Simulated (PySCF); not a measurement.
System: C5H9NOSi (SMILES C=C[C@H](C)O[SiH2]C#N).

```yaml
atoms:
  - { symbol: C, position_ang: [-0.7781, 2.0265, -0.2234] }
  - { symbol: C, position_ang: [-0.7640, 0.7896, 0.2334] }
  - { symbol: C, position_ang: [-0.5019, -0.4205, -0.6141] }
  - { symbol: C, position_ang: [-1.6971, -1.3709, -0.5948] }
  - { symbol: O, position_ang: [0.6215, -1.1284, -0.1352] }
  - { symbol: Si, position_ang: [2.1140, -0.6649, 0.2482] }
  - { symbol: C, position_ang: [2.1237, 0.5740, 1.6575] }
  - { symbol: N, position_ang: [2.1291, 1.3290, 2.5194] }
  - { symbol: H, position_ang: [-0.9591, 2.8675, 0.4230] }
  - { symbol: H, position_ang: [-0.6153, 2.2488, -1.2658] }
  - { symbol: H, position_ang: [-0.9187, 0.5778, 1.2823] }
  - { symbol: H, position_ang: [-0.2938, -0.1078, -1.6475] }
  - { symbol: H, position_ang: [-1.4792, -2.2509, -1.1946] }
  - { symbol: H, position_ang: [-2.5744, -0.8704, -0.9955] }
  - { symbol: H, position_ang: [-1.8992, -1.6864, 0.4259] }
  - { symbol: H, position_ang: [2.6694, -1.9259, 0.7085] }
  - { symbol: H, position_ang: [2.8160, 0.0250, -0.8372] }
```

Geometry: GFN2-xTB.

These are results of CAM-B3LYP/def2-SVPD, SCF density, gas phase (PySCF), not measurements.

What will maps of the electron density and electron localisation function show?

Answer. C–O (1.41 Å): ρ at the midpoint is about 2 e/Å³, with its minimum of 1.7 e/Å³ about 0.5 Å from C; the ELF peaks at about 0.90 between the atoms, as expected for a shared but strongly polarised pair.
Si–O (1.61 Å): ρ at the midpoint is about 1.2 e/Å³; the ELF peaks at about 0.85 between the atoms (a short, strongly polar bond).
C–H (1.09 Å): the density is about 2 e/Å³ at the midpoint; the ELF climbs to about 1 towards the hydrogen, as it does in any bond to H; an ordinary covalent bond to hydrogen.

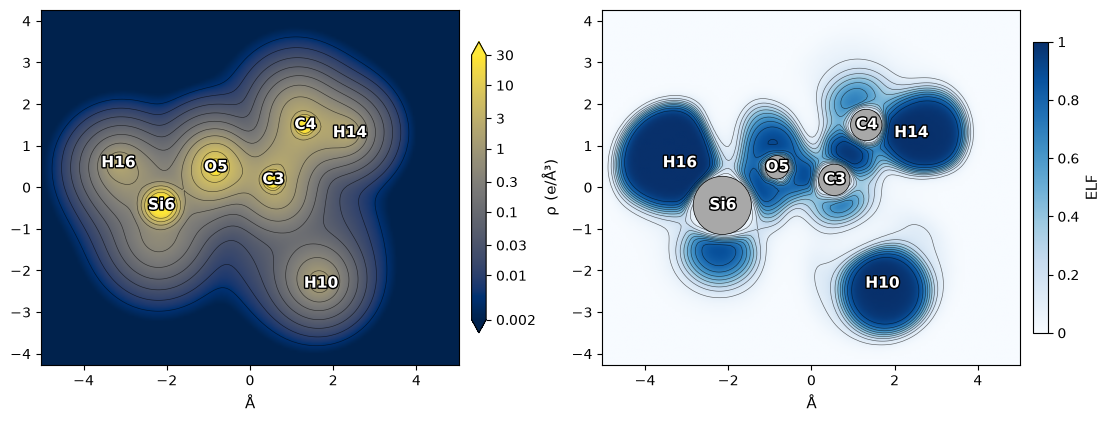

Computed electron density and electron localisation function on the plane of atoms C4, C3 and O5, in this order. Grey discs cover the atomic cores in the ELF map. 
